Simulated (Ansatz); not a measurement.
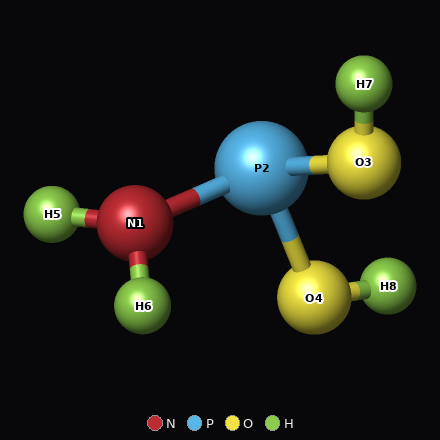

The system is H4NO2P, SMILES NP(O)O; the picture shows the reference structure. 
- Coordinates scanned: (1) bond length N1–P2; (2) dihedral H5–N1–P2–O3.
- Nothing is relaxed (all other coordinates rigid).
- The grid has 13 × 12 points.
- Points are written as (first, second).
- Energies: kJ/mol, counted from the lowest grid point.
- Level of theory: Ansatz, RHF/def2-TZVP.

Its coordinates:

```xyz
8

N    -0.4399    1.2080   -0.0106
P     0.2197   -0.1868   -0.6308
O     1.3810   -0.4806    0.4591
O    -0.8326   -1.2810   -0.0774
H    -1.0217    1.7305   -0.6257
H    -0.7837    1.1958    0.9269
H     2.2035   -0.0767    0.2376
H    -0.6340   -2.1661   -0.3348
```

Range: bond length N1–P2 from 1.397 to 2.162 Å; dihedral H5–N1–P2–O3 from −180 to 150°.

Q: What landscape does the calculation give?

A: The lowest grid point is at (1.652 Å, 150°). A higher local minimum lies near (1.652 Å, −30°) (8 kJ/mol above the lowest at that grid point). The highest grid point, (1.397 Å, 60°), lies 237 kJ/mol above the lowest. On the interpolated surface the easiest way out of the lowest well to the well at about (1.67 Å, −30°) passes a barrier of about 33 kJ/mol, counted from the interpolated bottom of the well. Round the minimum the two coordinates are nearly uncoupled.

```csv
"dihedral H5–N1–P2–O3 ↓, bond length N1–P2 →",1.397,1.461,1.524,1.588,1.652,1.716,1.779,1.843,1.907,1.970,2.034,2.098,2.162
150,187,95,40,10,0,4,17,37,62,90,119,150,181
120,208,114,57,26,14,16,28,47,71,98,126,156,186
90,230,135,76,43,30,30,41,59,82,108,136,165,194
60,237,141,82,49,35,35,46,64,86,112,140,169,198
30,226,130,72,40,27,28,39,58,82,108,136,166,195
0,206,112,56,25,14,16,29,49,73,101,130,160,191
−30,194,102,47,18,8,11,25,45,70,98,127,158,189
−60,202,110,55,25,14,17,30,50,75,102,131,161,191
−90,226,131,73,41,28,29,40,59,82,108,136,165,194
−120,236,139,80,46,32,32,42,60,82,108,135,164,193
−150,212,118,61,29,17,18,30,49,73,99,128,157,187
−180,187,95,40,11,1,4,17,38,63,90,120,150,181
```

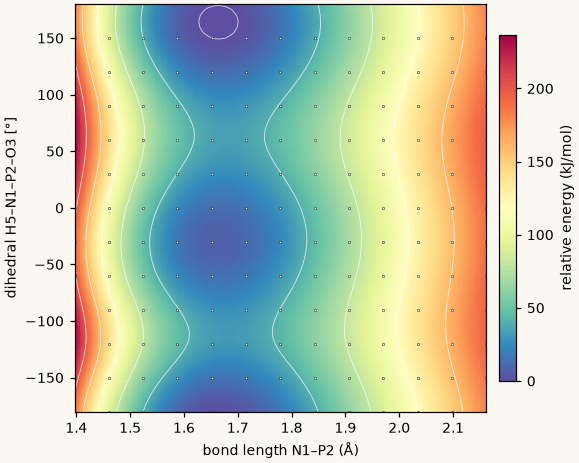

In the figure: a smooth colour map with a few white contour lines, dots at the grid points. Between grid points the surface is interpolated.

The whole map (156 points run) took 15 min on 1 thread of Arm Neoverse N1, with other jobs on the host.
